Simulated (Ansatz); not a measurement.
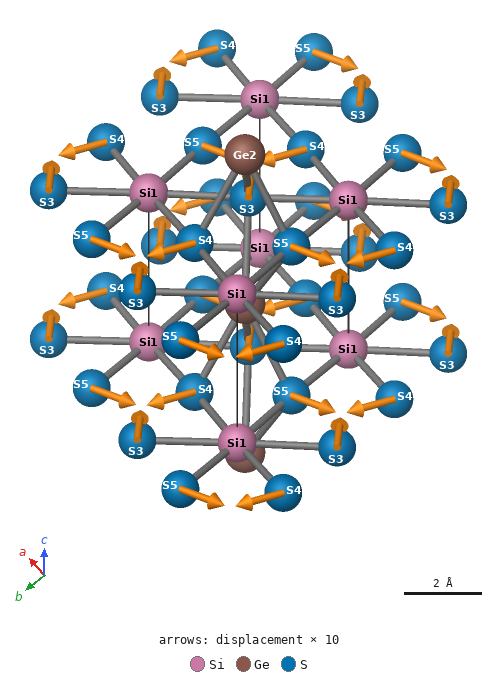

This is a relaxation of crystalline SiGeS3 (a generated structure, set up in P-6m2) (coarse preliminary run). The starting structure is drawn; orange arrows show the displacements (the part carried along by the change of the cell is left out), 10 times their true length.

A ball-and-stick model of the cell of the calculation, seen from a free direction.

These are results of DFT PBE, scalar-relativistic, plane waves, PAW in Ansatz, not measurements. Set-up: plane-wave cutoff 420 eV; k-point mesh 6 × 6 × 4; occupations gaussian; smearing width 0.1 eV; no spin polarisation; cell and atoms relaxed; force threshold 0.04 eV/Å; at most 70 steps.

Q: Which element moves most?

A: Sulfur: up to 0.14 Å, against 0.00 Å for germanium.

Q: What happened in the run?

A: Over 15 accepted moves (18 points after the start) the energy falls by 307 meV per atom. Largest force component: 0.74 eV/Å at the start, 0.028 eV/Å at the end. The pressure goes from 3.61 to −0.10 GPa. The line search rejected the trial step at point 11 of the run. At 2 points the geometry stayed and the basis and grid were re-selected for the new cell (energy shift of 31.7 meV per atom at most each time). The largest moves relative to the cell, 0.14 Å, are those of S3, S4 and S5. S4 goes along [1 2 0]. Ge and Si stay in place. The volume changes by −5.2 %, with a = b 5.203 → 6.642 Å (+27.7 %), c 4.682 → 2.722 Å (−41.9 %). Some distances before and after: S3–S3 4.682 → 2.722 Å, Si1–Si1 4.682 → 2.722 Å, S3–S4 2.524 → 3.463 Å, Si1–S3 2.602 → 3.322 Å. Bond angles that change, for instance: Ge2–S3–Ge2 116.2° → 68.5°, S3–Ge2–S3 116.2° → 68.5°, S3–Ge2–S4 149.4° → 131.2°. The space group stays P-6m2 (No. 187).

Limits of the set-up: layers or molecules are held without a dispersion correction, so their spacing is unreliable.
